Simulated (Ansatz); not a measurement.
The starting structures come from a database of crystals and need not be the phases stable at ambient conditions.

 Where the default PAW files enter, the runs use the earlier of Ansatz's two default sets.

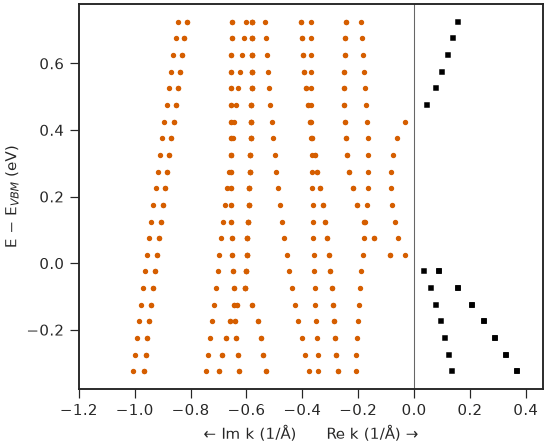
Figure. Complex bands at the centre of the two-dimensional zone; PBEsol (Ansatz, a first-principles code)

The gap is the functional's own. No spin-orbit coupling. Mid-gap values are interpolated on the energy grid.

Problem. This is Sc$_{2}$ZnS$_{4}$ (Fd-3m, spinel, not sure to be the ambient phase, 14 atoms a cell, 20.7 Å³ an atom, -3 GPa at this level) along the normal of (111). Read off the slowest decay at the centre of the two-dimensional zone at 0.23 eV, the computed energy nearest the middle of the gap.

Solution. κ ≈ 0.08 1/Å, a decay length 1/(2κ) of the density of 6.0 Å.
